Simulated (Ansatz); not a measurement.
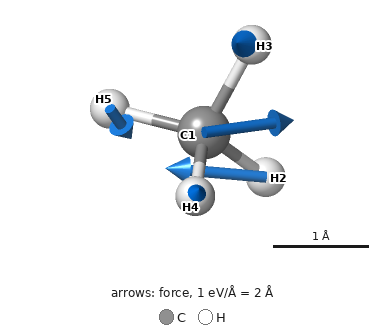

Starting geometry of CH$_{4}$ with the computed forces as blue arrows. Style: ball-and-stick. Shown at a tilt.

It is one of the separated products of a reaction.

All numbers below come from RKS PBE0-D4/def2-TZVP (Ansatz). Settings: force threshold 0.005 eV/Å; at most 200 steps.

Is this structure relaxed? If not, where do the atoms go?

Answer. It isn't relaxed: the largest force vector, on C atoms, is 0.54 eV/Å. The final displacements follow the starting forces only in part (cosine between the two patterns 0.77). After 2 geometry steps the energy has fallen by 1.91 kJ/mol. The largest force component goes from 0.47 to 0.0019 eV/Å. The largest move after the best rigid fit is that of H2, 0.038 Å. By element the largest moves are H 0.038 Å, C 0.016 Å. Near-neighbour distances that change, for instance: C1–H2 1.103 → 1.090 Å. Bond angles that change, for instance: H2–C1–H3 105.6° → 109.5°, H2–C1–H5 113.3° → 109.5°. The run took 1 s on 2 threads of Arm Neoverse V2 (shared host).
